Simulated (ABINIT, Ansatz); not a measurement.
# Li2SnF6 (P-31m): G0W0 with ABINIT, start to end, part 2 of 3

How does a plane-wave GW calculation on Li2SnF6 (P-31m) run from the first input to the gap?

ABINIT 10.8.3; PBEsol and many-body steps on it, plane waves. Known limits of the many-body steps: not at the basis limit; no spin-orbit coupling; coarse k mesh.

So far. Step 2 (Ground state): The gap is indirect, with the least direct gap 0.05 eV higher.

### Step 3. Bands along the symmetry lines

Level of this step: DFT, PBEsol, plane waves, norm-conserving pseudopotentials (ABINIT).

The cheap functional maps the bands first; the places of the edges decide which points the dearer methods must see.

The input, run.abi:

```
acell 3*1.0 Angstrom
rprim 
  4.909513934494 -0.000000000024 0.000000000000
  -2.454756967227 4.251763787517 0.000000000000
  0.000000000000 0.000000000000 4.538039080000
ntypat 3
znucl 3 50 9
natom 9
typat 1 1 2 3 3 3 3 3 3
xred 
  0.666666666667 0.333333333333 0.500000000000
  0.333333333333 0.666666666667 0.500000000000
  0.000000000000 0.000000000000 0.000000000000
  0.329091060000 0.329091060000 0.255027190000
  0.670908940000 0.670908940000 0.744972810000
  0.670908940000 0.000000000000 0.255027190000
  0.329091060000 0.000000000000 0.744972810000
  0.000000000000 0.670908940000 0.255027190000
  0.000000000000 0.329091060000 0.744972810000
pp_dirpath "pseudos"
pseudos "Li.upf, Sn.upf, F.upf"
ecut 44
iscf -2
irdden 1
kptopt 0
nkpt 43
kpt 
  0.00000000 0.00000000 0.00000000
  0.12500000 0.00000000 0.00000000
  0.25000000 0.00000000 0.00000000
  0.37500000 0.00000000 0.00000000
  0.50000000 0.00000000 0.00000000
  0.45833333 0.08333333 0.00000000
  0.41666666 0.16666666 0.00000000
  0.37500000 0.25000000 0.00000000
  0.33333333 0.33333333 0.00000000
  0.25000000 0.25000000 0.00000000
  0.16666666 0.16666666 0.00000000
  0.08333333 0.08333333 0.00000000
  0.00000000 0.00000000 0.00000000
  0.00000000 0.00000000 0.12500000
  0.00000000 0.00000000 0.25000000
  0.00000000 0.00000000 0.37500000
  0.00000000 0.00000000 0.50000000
  0.12500000 0.00000000 0.50000000
  0.25000000 0.00000000 0.50000000
  0.37500000 0.00000000 0.50000000
  0.50000000 0.00000000 0.50000000
  0.45833333 0.08333333 0.50000000
  0.41666666 0.16666666 0.50000000
  0.37500000 0.25000000 0.50000000
  0.33333333 0.33333333 0.50000000
  0.25000000 0.25000000 0.50000000
  0.16666666 0.16666666 0.50000000
  0.08333333 0.08333333 0.50000000
  0.00000000 0.00000000 0.50000000
  0.50000000 0.00000000 0.50000000
  0.50000000 0.00000000 0.37500000
  0.50000000 0.00000000 0.25000000
  0.50000000 0.00000000 0.12500000
  0.50000000 0.00000000 0.00000000
  0.33333333 0.33333333 0.50000000
  0.33333333 0.33333333 0.37500000
  0.33333333 0.33333333 0.25000000
  0.33333333 0.33333333 0.12500000
  0.33333333 0.33333333 0.00000000
  0.33333333 0.33333333 -0.12500000
  0.33333333 0.33333333 -0.25000000
  0.33333333 0.33333333 -0.37500000
  0.33333333 0.33333333 -0.50000000
istwfk *1
nband 42
nbdbuf 2
tolwfr 1e-08
nstep 40
prtwf 0
prtvol 0
indata_prefix "in"
outdata_prefix "out"
tmpdata_prefix "tmp"
```

Command:

```sh
$ OMP_NUM_THREADS=1 mpirun -n 4 abinit run.abi > log
```

Numbers of over 12 decimals in the logs are rounded to 6 here.

The log of the run:

```text
.Version 10.8.3 of ABINIT. v10.8.2 released Aug 2026.

 Symmetries : space group P-3 1 m (#162); Bravais hP (primitive hexag.)
[... echo of the input left out ...]
== DATASET  1 ==================================================================
-   mpi_nproc: 4, omp_nthreads: 1 (-1 if OMP is not activated)

--- !DatasetInfo
iteration_state: {dtset: 1, }
dimensions: {natom: 9, nkpt: 43, mband: 42, nsppol: 1, nspinor: 1, nspden: 1, mpw: 8954, }
cutoff_energies: {ecut:  44.0, pawecutdg:  -1.0, }
electrons: {nelect:   7.00000000E+01, charge:   0.00000000E+00, occopt:   1.00000000E+00, tsmear:   1.00000000E-02, }

 Real(R)+Recip(G) space primitive vectors, cartesian coordinates (Bohr,Bohr^-1):
 R(1)=  9.2776367  0.0000000  0.0000000  G(1)=  0.1077861  0.0622303  0.0000000
 R(2)= -4.6388184  8.0346691  0.0000000  G(2)=  0.0000000  0.1244606  0.0000000
 R(3)=  0.0000000  0.0000000  8.5756510  G(3)=  0.0000000  0.0000000  0.1166092
 Unit cell volume ucvol=  6.3925254E+02 bohr^3
 Angles (23,13,12)=  9.00000000E+01  9.00000000E+01  1.20000000E+02 degrees

 getcut: wavevector=  0.0000  0.0000  0.0000  ngfft=  60  60  54
         ecut(hartree)=     44.000   => boxcut(ratio)=   2.10880

--- Pseudopotential description ------------------------------------------------
- Li Generated using ONCVPSP code by D. R. Hamann
-  3.00000   3.00000  180301                  znucl, zion, pspdat
12 -116133 1 -1 1944                          pspcod,pspxc,lmax,lloc,mmax
     nproj     2     2     0
  pspatm : epsatm=    1.78353975
         --- l  ekb(1:nproj) -->
             0   -5.364737   -1.535935
             1   -2.212846   -0.556291
 pspatm: atomic psp has been read  and splines computed

- Sn Generated using ONCVPSP code by D. R. Hamann
- 50.00000  22.00000  180301                  znucl, zion, pspdat
12 -116133 2 -1 1628                          pspcod,pspxc,lmax,lloc,mmax
     nproj     2     2     2
  pspatm : epsatm=   27.40034533
         --- l  ekb(1:nproj) -->
             0    9.713037   -0.634809
[...]
pspatm: atomic psp has been read  and splines computed

- F Generated using ONCVPSP code by D. R. Hamann
-  9.00000   7.00000  180301                  znucl, zion, pspdat
12 -116133 2 -1 832                           pspcod,pspxc,lmax,lloc,mmax
     nproj     2     2     1
  pspatm : epsatm=    4.89824381
         --- l  ekb(1:nproj) -->
[...]
2   -2.394754
 pspatm: atomic psp has been read  and splines computed

--------------------------------------------------------------------------------

================================================================================
 prteigrs : about to open file out_EIG
 Non-SCF case, kpt    1 (  0.00000  0.00000  0.00000), residuals and eigenvalues=
  3.09E-09  1.31E-09  4.61E-09  4.11E-09  4.53E-09  1.52E-09  5.74E-09  7.93E-09
[...]
-8.8254E-03 -8.4304E-03 -8.4304E-03 -6.5278E-03 -6.5278E-03  2.4204E-01
  4.0852E-01  4.1441E-01  4.1441E-01  5.1170E-01  5.1170E-01  5.6838E-01

--- !ResultsGS
iteration_state: {dtset: 1, }
comment   : Summary of ground state results
lattice_vectors:
- [  9.2776367,  -0.0000000,   0.0000000, ]
- [ -4.6388184,   8.0346691,   0.0000000, ]
- [  0.0000000,   0.0000000,   8.5756510, ]
lattice_lengths: [   9.27764,    9.27764,    8.57565, ]
lattice_angles: [ 90.000,  90.000, 120.000, ] # degrees, (23, 13, 12)
lattice_volume:   6.3925254E+02
convergence: {deltae:  0.000E+00, res2:  0.000E+00, residm:  9.985E-09, diffor:  0.000E+00, }
etotal    :  -3.83686149E+02
entropy   :   0.00000000E+00
fermie    :   5.66177751E-03
cartesian_stress_tensor: null
pressure_GPa: null
xred      :
- [  6.6667E-01,   3.3333E-01,   5.0000E-01, Li]
- [  3.3333E-01,   6.6667E-01,   5.0000E-01, Li]
- [  0.0000E+00,   0.0000E+00,   0.0000E+00, Sn]
- [  3.2909E-01,   3.2909E-01,   2.5503E-01,  F]
- [  6.7091E-01,   6.7091E-01,   7.4497E-01,  F]
- [  6.7091E-01,  -2.5894E-35,   2.5503E-01,  F]
- [  3.2909E-01,   2.5894E-35,   7.4497E-01,  F]
- [  0.0000E+00,   6.7091E-01,   2.5503E-01,  F]
- [  0.0000E+00,   3.2909E-01,   7.4497E-01,  F]
cartesian_forces: null
force_length_stats: {min: null, max: null, mean: null, }

 Integrated electronic density in atomic spheres:
 ------------------------------------------------
 Atom  Sphere_radius  Integrated_density
[...]
================================================================================

 ----iterations are completed or convergence reached----

 Mean square residual over all n,k,spin=   48.576E-10; max=  99.847E-10
 reduced coordinates (array xred) for    9 atoms
[...]
0.000000000000      0.670908940000      0.255027190000
       0.000000000000      0.329091060000      0.744972810000

 cartesian coordinates (angstrom) at end:
    1      2.454757     1.417255     2.269020
    2      1.333e-11     2.834509     2.269020
    3      0.000000     0.000000     0.000000
[...]
8     -1.646918     2.852546     1.157323
    9     -0.807839     1.399217     3.380716
 length scales=  1.889726125908  1.889726125908  1.889726125908 bohr
              =  1.000000000000  1.000000000000  1.000000000000 angstroms
 prteigrs : about to open file out_EIG
 Eigenvalues (hartree) for nkpt=  43  k points:
 kpt#   1, nband= 42, wtk=  1.00000, kpt=  0.0000  0.0000  0.0000 (reduced coord)
[...]
kpt#   2, nband= 42, wtk=  1.00000, kpt=  0.1250  0.0000  0.0000 (reduced coord)
[...]
kpt#   3, nband= 42, wtk=  1.00000, kpt=  0.2500  0.0000  0.0000 (reduced coord)
[...]
kpt#  42, nband= 42, wtk=  1.00000, kpt=  0.3333  0.3333 -0.3750 (reduced coord)
[...]
0.51633    0.56518
 kpt#  43, nband= 42, wtk=  1.00000, kpt=  0.3333  0.3333 -0.5000 (reduced coord)
[...]
-0.05063   -0.05063   -0.02791   -0.02791   -0.01583   -0.01241   -0.00883   -0.00843
  -0.00843   -0.00653   -0.00653    0.24204    0.40852    0.41441    0.41441    0.51170
   0.51170    0.56838

== END DATASET(S) ==============================================================
================================================================================

 -outvars: echo values of variables after computation  --------
            nband          42
             nkpt          43
          spgroup         162
 [... the other variables as echoed above ...]

 Calculation completed.
```

Elapsed: 90 s, on 4 MPI ranks of Arm Neoverse V1, shared host; peak memory 0.58 GiB.

Numbers from this step:

* gap: 5.224 eV
* k of the valence top: 0.5, 0, 0
* k of the conduction bottom: 0, 0, 0
* least direct gap: 5.274 eV

The gap is 5.224 eV, as in the run before at this level.

Electronic bands along the path, in eV, zero at the top of the highest filled band:

```
    point  band 32  band 33  band 34  band 35  band 36  band 37  band 38  band 39
        Γ    -0.28    -0.19    -0.19    -0.05     5.22    10.81    12.10    12.10
        M    -0.35    -0.29    -0.20     0.00     6.33    10.01    10.94    12.41
        K    -0.36    -0.18    -0.03    -0.03     6.42    10.31    10.31    12.29
        Γ    -0.28    -0.19    -0.19    -0.05     5.22    10.81    12.10    12.10
        A    -0.10    -0.10    -0.08    -0.08     6.18     9.81    11.83    11.83
        L    -0.38    -0.34    -0.29    -0.28     6.46    10.83    10.86    11.63
        H    -0.38    -0.38    -0.33    -0.33     6.43    10.96    11.12    11.12
        A    -0.10    -0.10    -0.08    -0.08     6.18     9.81    11.83    11.83
jump to L    -0.38    -0.34    -0.29    -0.28     6.46    10.83    10.86    11.63
        M    -0.35    -0.29    -0.20     0.00     6.33    10.01    10.94    12.41
jump to H    -0.38    -0.38    -0.33    -0.33     6.43    10.96    11.12    11.12
        K    -0.36    -0.18    -0.03    -0.03     6.42    10.31    10.31    12.29
       H2    -0.38    -0.38    -0.33    -0.33     6.43    10.96    11.12    11.12
```

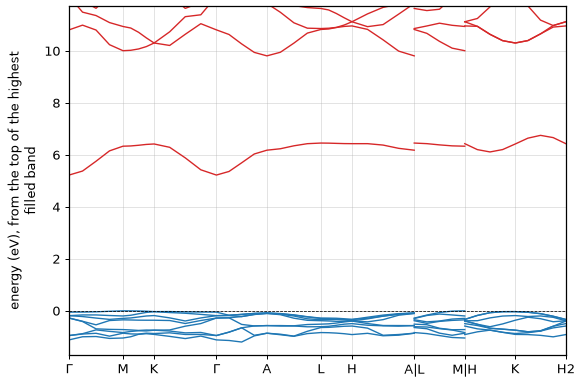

Electronic bands along the path; lines of filled and empty bands in two colours.

### Step 4. Empty states on the mesh, 3×3×2 mesh, 89 bands

The sums over transitions need many empty states on a uniform mesh; this step solves for them.

The input, run.abi:

```
acell 3*1.0 Angstrom
rprim 
  4.909513934494 -0.000000000024 0.000000000000
  -2.454756967227 4.251763787517 0.000000000000
  0.000000000000 0.000000000000 4.538039080000
ntypat 3
znucl 3 50 9
natom 9
typat 1 1 2 3 3 3 3 3 3
xred 
  0.666666666667 0.333333333333 0.500000000000
  0.333333333333 0.666666666667 0.500000000000
  0.000000000000 0.000000000000 0.000000000000
  0.329091060000 0.329091060000 0.255027190000
  0.670908940000 0.670908940000 0.744972810000
  0.670908940000 0.000000000000 0.255027190000
  0.329091060000 0.000000000000 0.744972810000
  0.000000000000 0.670908940000 0.255027190000
  0.000000000000 0.329091060000 0.744972810000
pp_dirpath "pseudos"
pseudos "Li.upf, Sn.upf, F.upf"
ecut 44
ngkpt 3 3 2
nshiftk 1
shiftk 0 0 0
kptopt 1
chksymbreak 0
iscf -2
irdden 1
istwfk *1
nband 89
nbdbuf 8
tolwfr 1e-09
nstep 60
prtvol 0
indata_prefix "in"
outdata_prefix "out"
tmpdata_prefix "tmp"
```

The log of the run:

```text
.Version 10.8.3 of ABINIT. v10.8.2 released Aug 2026.

 Symmetries : space group P-3 1 m (#162); Bravais hP (primitive hexag.)
[... echo of the input left out ...]
== DATASET  1 ==================================================================
-   mpi_nproc: 4, omp_nthreads: 1 (-1 if OMP is not activated)

--- !DatasetInfo
iteration_state: {dtset: 1, }
dimensions: {natom: 9, nkpt: 6, mband: 89, nsppol: 1, nspinor: 1, nspden: 1, mpw: 8940, }
cutoff_energies: {ecut:  44.0, pawecutdg:  -1.0, }
electrons: {nelect:   7.00000000E+01, charge:   0.00000000E+00, occopt:   1.00000000E+00, tsmear:   1.00000000E-02, }

 Real(R)+Recip(G) space primitive vectors, cartesian coordinates (Bohr,Bohr^-1):
 R(1)=  9.2776367  0.0000000  0.0000000  G(1)=  0.1077861  0.0622303  0.0000000
 R(2)= -4.6388184  8.0346691  0.0000000  G(2)=  0.0000000  0.1244606  0.0000000
 R(3)=  0.0000000  0.0000000  8.5756510  G(3)=  0.0000000  0.0000000  0.1166092
 Unit cell volume ucvol=  6.3925254E+02 bohr^3
 Angles (23,13,12)=  9.00000000E+01  9.00000000E+01  1.20000000E+02 degrees

 getcut: wavevector=  0.0000  0.0000  0.0000  ngfft=  60  60  54
         ecut(hartree)=     44.000   => boxcut(ratio)=   2.10880

--- Pseudopotential description ------------------------------------------------
- Li Generated using ONCVPSP code by D. R. Hamann
-  3.00000   3.00000  180301                  znucl, zion, pspdat
12 -116133 1 -1 1944                          pspcod,pspxc,lmax,lloc,mmax
     nproj     2     2     0
  pspatm : epsatm=    1.78353975
         --- l  ekb(1:nproj) -->
             0   -5.364737   -1.535935
             1   -2.212846   -0.556291
 pspatm: atomic psp has been read  and splines computed

- Sn Generated using ONCVPSP code by D. R. Hamann
- 50.00000  22.00000  180301                  znucl, zion, pspdat
12 -116133 2 -1 1628                          pspcod,pspxc,lmax,lloc,mmax
     nproj     2     2     2
  pspatm : epsatm=   27.40034533
         --- l  ekb(1:nproj) -->
             0    9.713037   -0.634809
[...]
pspatm: atomic psp has been read  and splines computed

- F Generated using ONCVPSP code by D. R. Hamann
-  9.00000   7.00000  180301                  znucl, zion, pspdat
12 -116133 2 -1 832                           pspcod,pspxc,lmax,lloc,mmax
     nproj     2     2     1
  pspatm : epsatm=    4.89824381
         --- l  ekb(1:nproj) -->
[...]
2   -2.394754
 pspatm: atomic psp has been read  and splines computed

--------------------------------------------------------------------------------

================================================================================
 prteigrs : about to open file out_EIG
 Non-SCF case, kpt    1 (  0.00000  0.00000  0.00000), residuals and eigenvalues=
  5.20E-10  3.22E-10  5.13E-10  6.60E-10  9.85E-10  2.07E-10  3.33E-10  9.26E-10
[...]
1.60E-07
 -4.6291E+00 -3.0067E+00 -3.0067E+00 -3.0064E+00 -1.4596E+00 -1.4585E+00
 -7.5554E-01 -7.5554E-01 -7.5370E-01 -7.2293E-01 -7.1910E-01 -7.1910E-01
 -6.6649E-01 -6.6649E-01 -6.6639E-01 -6.2565E-01 -6.2565E-01 -1.9798E-01
[...]
1.2126E+00  1.2210E+00  1.2887E+00  1.2887E+00  1.3197E+00  1.3197E+00
  1.3258E+00  1.3259E+00  1.3259E+00  1.3292E+00  1.3292E+00  1.3723E+00
  1.3881E+00  1.4116E+00  1.4116E+00  1.4273E+00  1.4273E+00
 prteigrs : prtvol=0 or 1, do not print more k-points.

--- !ResultsGS
iteration_state: {dtset: 1, }
comment   : Summary of ground state results
lattice_vectors:
- [  9.2776367,  -0.0000000,   0.0000000, ]
- [ -4.6388184,   8.0346691,   0.0000000, ]
- [  0.0000000,   0.0000000,   8.5756510, ]
lattice_lengths: [   9.27764,    9.27764,    8.57565, ]
lattice_angles: [ 90.000,  90.000, 120.000, ] # degrees, (23, 13, 12)
lattice_volume:   6.3925254E+02
convergence: {deltae:  0.000E+00, res2:  0.000E+00, residm:  9.978E-10, diffor:  0.000E+00, }
etotal    :  -3.83686149E+02
entropy   :   0.00000000E+00
fermie    :   5.66177751E-03
cartesian_stress_tensor: null
pressure_GPa: null
xred      :
- [  6.6667E-01,   3.3333E-01,   5.0000E-01, Li]
- [  3.3333E-01,   6.6667E-01,   5.0000E-01, Li]
- [  0.0000E+00,   0.0000E+00,   0.0000E+00, Sn]
- [  3.2909E-01,   3.2909E-01,   2.5503E-01,  F]
- [  6.7091E-01,   6.7091E-01,   7.4497E-01,  F]
- [  6.7091E-01,  -2.5894E-35,   2.5503E-01,  F]
- [  3.2909E-01,   2.5894E-35,   7.4497E-01,  F]
- [  0.0000E+00,   6.7091E-01,   2.5503E-01,  F]
- [  0.0000E+00,   3.2909E-01,   7.4497E-01,  F]
cartesian_forces: null
force_length_stats: {min: null, max: null, mean: null, }

 Integrated electronic density in atomic spheres:
 ------------------------------------------------
 Atom  Sphere_radius  Integrated_density
[...]
================================================================================

 ----iterations are completed or convergence reached----

 Mean square residual over all n,k,spin=   40.423E-11; max=  99.779E-11
 reduced coordinates (array xred) for    9 atoms
[...]
0.000000000000      0.670908940000      0.255027190000
       0.000000000000      0.329091060000      0.744972810000

 cartesian coordinates (angstrom) at end:
    1      2.454757     1.417255     2.269020
    2      1.333e-11     2.834509     2.269020
    3      0.000000     0.000000     0.000000
[...]
8     -1.646918     2.852546     1.157323
    9     -0.807839     1.399217     3.380716
 length scales=  1.889726125908  1.889726125908  1.889726125908 bohr
              =  1.000000000000  1.000000000000  1.000000000000 angstroms
 prteigrs : about to open file out_EIG
 Eigenvalues (hartree) for nkpt=   6  k points:
 kpt#   1, nband= 89, wtk=  0.05556, kpt=  0.0000  0.0000  0.0000 (reduced coord)
[...]
1.21257    1.22095    1.28870    1.28870    1.31968    1.31968    1.32578    1.32593
   1.32593    1.32916    1.32916    1.37228    1.38812    1.41160    1.41160    1.42726
   1.42726
 prteigrs : prtvol=0 or 1, do not print more k-points.

== END DATASET(S) ==============================================================
================================================================================

 -outvars: echo values of variables after computation  --------
            nband          89
             nkpt           6
          spgroup         162
 [... the other variables as echoed above ...]

 Calculation completed.
```

It took 46 s on 4 MPI ranks; peak memory 0.42 GiB; 3.1 min of CPU time.

This step gave:

- gap: 5.250 eV
- k of the valence top: 0.3333, 0, 0
- k of the conduction bottom: 0, 0, 0
- least direct gap: 5.274 eV
- k points computed: 6
- lowest point of the top converged band, above the valence top: 35.95 eV

On this mesh the gap is 5.250 eV.

### Step 5. Screening, 3×3×2 mesh, 81 bands, screening to 98 eV

The RPA dielectric matrix is built and inverted for each q.

This step: RPA screening on PBEsol, plane waves, norm-conserving pseudopotentials.

Edit run.abi of step 4 so:

```diff
@@ -27,10 +27,11 @@
 chksymbreak 0
-iscf -2
-irdden 1
 istwfk *1
-nband 89
-nbdbuf 8
-tolwfr 1e-09
-nstep 60
-prtvol 0
+occopt 1
+irdwfk 1
+optdriver 3
+nband 81
+ecuteps 3.6
+inclvkb 2
+awtr 1
+symchi 1
 indata_prefix "in"
```

The log of the run:

```text
.Version 10.8.3 of ABINIT. v10.8.2 released Aug 2026.

 Symmetries : space group P-3 1 m (#162); Bravais hP (primitive hexag.)
[... echo of the input left out ...]
== DATASET  1 ==================================================================
-   mpi_nproc: 4, omp_nthreads: 1 (-1 if OMP is not activated)

--- !DatasetInfo
iteration_state: {dtset: 1, }
dimensions: {natom: 9, nkpt: 6, mband: 81, nsppol: 1, nspinor: 1, nspden: 1, mpw: 8940, }
cutoff_energies: {ecut:  44.0, pawecutdg:  -1.0, }
electrons: {nelect:   7.00000000E+01, charge:   0.00000000E+00, occopt:   1.00000000E+00, tsmear:   1.00000000E-02, }

 SCREENING: Calculation of the susceptibility and dielectric matrices

 Based on a program developped by R.W. Godby, V. Olevano, G. Onida, and L. Reining.
 Incorporated in ABINIT by V. Olevano, G.-M. Rignanese, and M. Torrent.
.Using double precision arithmetic ; gwpc =  8

[... cell and pseudopotentials left out ...]
--------------------------------------------------------------------------------

 ==== K-mesh for the wavefunctions ====
 Number of points in the irreducible wedge :     6
[... list of points left out ...]
 Together with 12 symmetry operations and time-reversal symmetry
 yields    18 points in the full Brillouin Zone.

 ==== Q-mesh for the screening function ====
 Number of points in the irreducible wedge :     6
[... list of points left out ...]
 Together with 12 symmetry operations and time-reversal symmetry
 yields    18 points in the full Brillouin Zone.

 setmesh: FFT mesh size selected  =    32x   32x   36
          total number of points  =        36864

 vcoul_init : cutoff-mode = AUXILIARY_FUNCTION
 q-points for optical limit:   1
     1)      0.000010    0.000020    0.000030

- screening: taking advantage of time-reversal symmetry
- Maximum band index for partially occupied states nbvw = 35
- Remaining bands to be divided among processors   nbcw = 46
- Number of bands treated by each node ~11

 Number of electrons calculated from density =   70.0000; Expected =   70.0000
 average of density, n =  0.109503
 r_s =    1.2967
 omega_plasma =   31.9204 [eV]

 calculating chi0 at frequencies [eV] :
  1    0.000000E+00    0.000000E+00
  2    0.000000E+00    3.192040E+01

--------------------------------------------------------------------------------
  q-point number  1        q = ( 0.000000, 0.000000, 0.000000) [r.l.u.]
--------------------------------------------------------------------------------
[... chi0 elements left out ...]
 For q-point:  0.000010 0.000020 0.000030
  dielectric constant =   2.1864
  dielectric constant without local fields =   2.3177

  Average fulfillment of the sum rule on Im[epsilon] for q-point    1 :     24.43  [%]
[... wings left out ...]
  q-point number  2        q = ( 0.333333, 0.000000, 0.000000) [r.l.u.]
--------------------------------------------------------------------------------
[... chi0 elements left out ...]
  Average fulfillment of the sum rule on Im[epsilon] for q-point    2 :     32.14  [%]

 [... 4 further q-points ...]
```

Run time: 46 s. Hardware: 4 MPI ranks; peak memory 1.4 GiB.

This step gave:

* ε∞ with local fields, on this mesh, along the program's q direction: 2.186
* the same without local fields: 2.318
* plasma frequency: 31.92 eV
* plane waves in the screening matrix: 199

Local fields lower ε∞ by 6 %. On a Γ-centred mesh this coarse the value itself is usually too large, while a short band sum pulls it down.

(Continued in part 3 of 3.)

[Paths, hosts, dates, memory and timing lines, banners, echoed tables and standing remarks are left out of the program output.]

[Logs are printed without paths, hosts, clocks, repeated set-up lines and the standing remarks that a program may print on its own settings, such as how far it seeks lower states.]

[Runs of the session that timed out or met a known fault of the program may be left out.]

[Hosts, paths, dates, database ids (printed as entryN), source tags and the programs' standing remarks are cut or masked in the printed files.]

[G0W0 gaps are taken among the corrected bands and points alone; a level outside them can change the order at an edge.]

[Where Ansatz stands beside ABINIT at settings called matched, ABINIT's density can come from a denser mesh and the files from another edition; pairs whose starting gaps differed by over 0.03 eV were left out, so agreement reads better than it is.]
